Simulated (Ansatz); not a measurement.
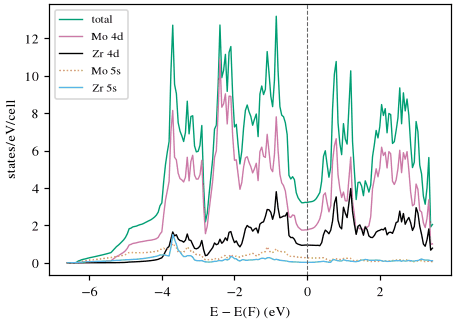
Fig. 1. Total and projected density of states of ZrMo$_{2}$ (cubic Laves (MgCu2 type), space group No. 227), PBEsol in the plane-wave PAW code Ansatz

### Question
Which orbitals carry the states next to the Fermi level?

### Answer
Within 0.5 eV of the Fermi level: Mo 4d 57 %, Zr 4d 28 %, Mo 5s 7 %. Projections are on Löwdin-orthogonalised atomic valence shells; empty p or d shells of many metals are not among them.

### Question
Where is the tallest occupied peak in this window, and what makes it?

### Answer
Near -0.9 eV, about 13 states/eV per cell; the largest projected share is Mo 4d.

Space group Fd-3m (cubic Laves (MgCu2 type)). The workflow started from an entry of the Crystallography Open Database (COD). Its standing as an ambient phase is unchecked. The PBEsol relaxation kept the symmetry of its start; whether a distortion lowers the energy is not shown. No spin polarisation was allowed. Scalar-relativistic: spin–orbit coupling is off unless named, which matters more the heavier the elements.

Potentials: the later of the program's two PAW sets.
